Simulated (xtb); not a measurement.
**Frequency calculation of CH5NSSi (part 1 of 2)**

- system: CH5NSSi, SMILES NC1[SiH2]S1
- method: GFN2-xTB (xtb 6.7.1)

The geometry was optimised with GFN2-xTB.

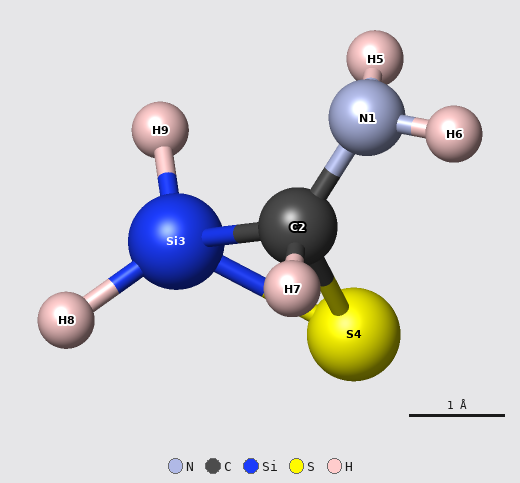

Fig. 1: The input geometry (ball-and-stick view, seen at a tilt; atoms are numbered from 1 in the order of the input).

Input (struc.xyz):
```
9
CH5NSSi
N      0.13923900     1.46275900     0.39086000
C      0.30641500     0.33928500    -0.40573400
Si     0.03898200    -1.42198100     0.17880000
S     -1.31039400    -0.49920400    -1.15976700
H     -0.48635800     1.31690700     1.17241000
H     -0.13304600     2.29444500    -0.12076700
H      0.96759600     0.52920300    -1.24160200
H      0.89872400    -2.45373300    -0.36114300
H     -0.42115900    -1.56768200     1.54695300
```

File .CHRG:
```
0
```

File .UHF:
```
0
```

File detailed.inp:
```
$hess
   step=0.01
$end
```

Run on 1 thread of Intel Xeon @ 2.70GHz, 189 GiB of memory available, shared host.

Run as:
```bash
xtb struc.xyz -I detailed.inp --hess > xtb.out 2> xtb.err
```

The program's output:
```
* xtb version 6.7.1
   ID    Z sym.   atoms
    1    7 N      1
    2    6 C      2
    3   14 Si     3
    4   16 S      4
    5    1 H      5-9

           -------------------------------------------------
          |                Calculation Setup                |
           -------------------------------------------------

          program call               : xtb struc.xyz -I detailed.inp --hess
          coordinate file            : struc.xyz
          omp threads                :                     1

           -------------------------------------------------
          |                 G F N 2 - x T B                 |
           -------------------------------------------------

      * Hamiltonian:
        H0-scaling (s, p, d)           1.850000    2.230000    2.230000
        zeta-weighting                 0.500000
      * Dispersion:
        s8                             2.700000
        a1                             0.520000
        a2                             5.000000
        s9                             5.000000
      * Repulsion:
        kExp                           1.500000    1.000000
        rExp                           1.000000
      * Coulomb:
        alpha                          2.000000
        third order                    shell-resolved
        anisotropic                    true
        a3                             3.000000
        a5                             4.000000
        cn-shift                       1.200000
        cn-exp                         4.000000
        max-rad                        5.000000

          ...................................................
          :                      SETUP                      :
          :.................................................:
          :  # basis functions                  33          :
          :  # atomic orbitals                  31          :
          :  # shells                           15          :
          :  # electrons                        24          :
          :  max. iterations                   250          :
          :  Hamiltonian                  GFN2-xTB          :
          :  restarted?                      false          :
          :  GBSA solvation                  false          :
          :  PC potential                    false          :
          :  electronic temp.          300.0000000     K    :
          :  accuracy                    1.0000000          :
          :  -> integral cutoff          0.2500000E+02      :
          :  -> integral neglect         0.1000000E-07      :
          :  -> SCF convergence          0.1000000E-05 Eh   :
          :  -> wf. convergence          0.1000000E-03 e    :
          :  Broyden damping             0.4000000          :
          :  net charge                          0          :
          :  unpaired electrons                  0          :
          ...................................................

 iter      E             dE          RMSdq      gap      omega  full diag
   1    -12.5401997 -0.125402E+02  0.731E+00    3.87       0.0  T
   2    -12.6598049 -0.119605E+00  0.363E+00    3.07       1.0  T
   3    -12.6795142 -0.197093E-01  0.263E+00    3.92       1.0  T
   4    -12.6804387 -0.924449E-03  0.123E+00    3.48       1.0  T
   5    -12.6856815 -0.524278E-02  0.783E-01    3.68       1.0  T
   6    -12.6859672 -0.285696E-03  0.181E-01    3.72       1.0  T
   7    -12.6860582 -0.909946E-04  0.168E-01    3.67       1.0  T
   8    -12.6860738 -0.156342E-04  0.614E-02    3.69       1.0  T
   9    -12.6860789 -0.515300E-05  0.252E-02    3.70       1.3  T
  10    -12.6860797 -0.724594E-06  0.647E-03    3.70       5.2  T
  11    -12.6860797 -0.174802E-07  0.305E-03    3.70      10.9  T
  12    -12.6860797 -0.203014E-07  0.885E-04    3.70      37.7  T
  13    -12.6860797 -0.272168E-08  0.310E-04    3.70     107.4  T

   *** convergence criteria satisfied after 13 iterations ***

         #    Occupation            Energy/Eh            Energy/eV
      -------------------------------------------------------------
         1        2.0000           -0.7547242             -20.5371
       ...           ...                  ...                  ...
         6        2.0000           -0.5065547             -13.7841
         7        2.0000           -0.4829225             -13.1410
         8        2.0000           -0.4558923             -12.4055
         9        2.0000           -0.4395016             -11.9594
        10        2.0000           -0.3902845             -10.6202
        11        2.0000           -0.3750932             -10.2068
        12        2.0000           -0.3631778              -9.8826 (HOMO)
        13                         -0.2271784              -6.1818 (LUMO)
        14                         -0.2031735              -5.5286
        15                         -0.1853057              -5.0424
        16                         -0.1535296              -4.1778
        17                         -0.1189628              -3.2371
       ...                                ...                  ...
        31                          0.7405875              20.1524
      -------------------------------------------------------------
                  HL-Gap            0.1359994 Eh            3.7007 eV
             Fermi-level           -0.2951781 Eh           -8.0322 eV

 SCC (total)                   0 d,  0 h,  0 min,  0.011 sec
 SCC setup                      ...        0 min,  0.000 sec (  1.013%)
 Dispersion                     ...        0 min,  0.000 sec (  0.484%)
 classical contributions        ...        0 min,  0.000 sec (  0.177%)
 integral evaluation            ...        0 min,  0.002 sec ( 16.930%)
 iterations                     ...        0 min,  0.006 sec ( 51.411%)
 molecular gradient             ...        0 min,  0.003 sec ( 28.663%)
 printout                       ...        0 min,  0.000 sec (  1.225%)

         :::::::::::::::::::::::::::::::::::::::::::::::::::::
         ::                     SUMMARY                     ::
         :::::::::::::::::::::::::::::::::::::::::::::::::::::
         :: total energy             -12.565486239986 Eh    ::
         :: gradient norm              0.000067373603 Eh/a0 ::
         :: HOMO-LUMO gap              3.700731280076 eV    ::
         ::.................................................::
         :: SCC energy               -12.686076933655 Eh    ::
         :: -> isotropic ES            0.028883952435 Eh    ::
         :: -> anisotropic ES          0.000598381506 Eh    ::
         :: -> anisotropic XC          0.007330526462 Eh    ::
         :: -> dispersion             -0.005659372317 Eh    ::
         :: repulsion energy           0.120590693670 Eh    ::
         :: add. restraining           0.000000000000 Eh    ::
         :: total charge              -0.000000000000 e     ::
         :::::::::::::::::::::::::::::::::::::::::::::::::::::

           -------------------------------------------------
          |                Numerical Hessian                |
           -------------------------------------------------
step length          :   0.01000
SCC accuracy         :   0.30000
Hessian scale factor :   1.00000
frozen atoms in %    :   0.00000    0
RMS gradient         :   0.00007
estimated CPU  time      0.01 min

writing file <hessian>.

 projected vibrational frequencies (cm⁻¹)
eigval :       -0.00    -0.00     0.00     0.00     0.00     0.00
eigval :      249.37   285.01   368.06   401.16   443.72   488.39
eigval :      556.46   578.29   726.76   780.39   836.28   940.66
eigval :     1093.28  1227.53  1325.65  1541.97  2362.06  2392.47
eigval :     3033.21  3385.36  3438.36
           -------------------------------------------------
          |                Property Printout                |
           -------------------------------------------------

    * Orbital Energies and Occupations

         #    Occupation            Energy/Eh            Energy/eV
      -------------------------------------------------------------
         1        2.0000           -0.7547229             -20.5371
         2        2.0000           -0.6621781             -18.0188
         3        2.0000           -0.6378920             -17.3579
         4        2.0000           -0.5819685             -15.8362
         5        2.0000           -0.5437245             -14.7955
         6        2.0000           -0.5065553             -13.7841
         7        2.0000           -0.4829233             -13.1410
         8        2.0000           -0.4558912             -12.4054
         9        2.0000           -0.4395018             -11.9595
        10        2.0000           -0.3902850             -10.6202
        11        2.0000           -0.3750939             -10.2068
        12        2.0000           -0.3631787              -9.8826 (HOMO)
        13                         -0.2271771              -6.1818 (LUMO)
        14                         -0.2031740              -5.5286
        15                         -0.1853037              -5.0424
        16                         -0.1535281              -4.1777
        17                         -0.1189616              -3.2371
        18                         -0.1016281              -2.7654
        19                         -0.0152816              -0.4158
        20                          0.0158624               0.4316
        21                          0.0341298               0.9287
        22                          0.0563825               1.5342
        23                          0.0733947               1.9972
       ...                                ...                  ...
        31                          0.7405891              20.1525
      -------------------------------------------------------------
                  HL-Gap            0.1360017 Eh            3.7008 eV
             Fermi-level           -0.2951779 Eh           -8.0322 eV

     #   Z          covCN         q      C6AA      α(0)
     1   7 N        2.637    -0.292    27.525     7.792
     2   6 C        3.650    -0.008    21.044     6.589
     3  14 Si       3.604     0.456    99.123    19.119
     4  16 S        1.818    -0.385   158.005    21.157
     5   1 H        0.860     0.157     1.353     1.822
     6   1 H        0.860     0.165     1.304     1.789
     7   1 H        0.925     0.034     2.526     2.486
     8   1 H        0.922    -0.064     4.461     3.303
     9   1 H        0.921    -0.063     4.438     3.295

 Mol. C6AA /au·bohr⁶  :       1618.887438
 Mol. C8AA /au·bohr⁸  :      61590.445337
 Mol. α(0) /au        :         67.351509
```
